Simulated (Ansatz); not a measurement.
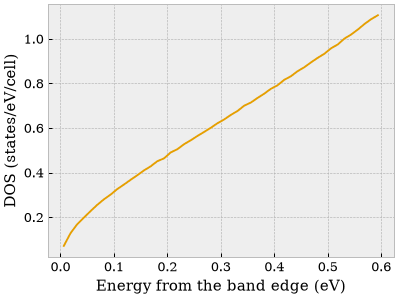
Fig. 1. Density of states of SrGeO3 (C2/c) above the conduction band minimum, PBEsol, rigid bands (Ansatz, a quantum-chemistry and plane-wave program); cell volume 473.9 Å³.

Q: What effective density of states at 300 K does this give (∫ g(E) exp(−E/k_BT) dE, both spins, divided by the cell's size)?

A: 7.5e18 cm⁻³, a density-of-states mass of 0.45 mₑ, valleys and band degeneracy included.

Spin-orbit coupling is left out. Geometry: cell and atoms relaxed with PBEsol.

Formula and space group known from diffraction (Crystallography Open Database), not checked to be the room-temperature form: SrGeO3 (C2/c).
